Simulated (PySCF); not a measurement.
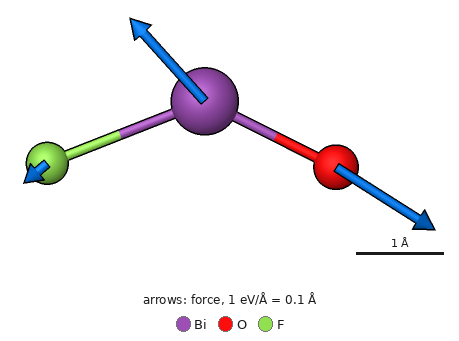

Starting geometry of BiOF with the computed forces as blue arrows. A ball-and-stick model, seen face on.

Level of theory: RKS PBE0, Bi def2-SVP with ECP60, O def2-SVP, F def2-SVP; non-relativistic Hamiltonian with scalar-relativistic core potentials; density fitting in PySCF. (symmetry kept (Cs))

### Is this structure relaxed? If not, where do the atoms go?

It isn't relaxed: the largest force vector, on the O atom, is 13.72 eV/Å. The final displacements follow the starting forces only in part (cosine between the two patterns 0.38). The Bi atom moves most after the best rigid fit: 0.33 Å. Largest moves by element: Bi 0.33 Å, O 0.22 Å, F 0.21 Å. Among the contacts that change: Bi–O 1.702 → 1.912 Å, Bi–F 1.961 → 2.044 Å. Bond angles that change, for instance: O–Bi–F 131.8° → 101.9°. The energy falls by 188.3 kJ/mol in 6 geometry steps. The largest force component goes from 12 to 0.0037 eV/Å.
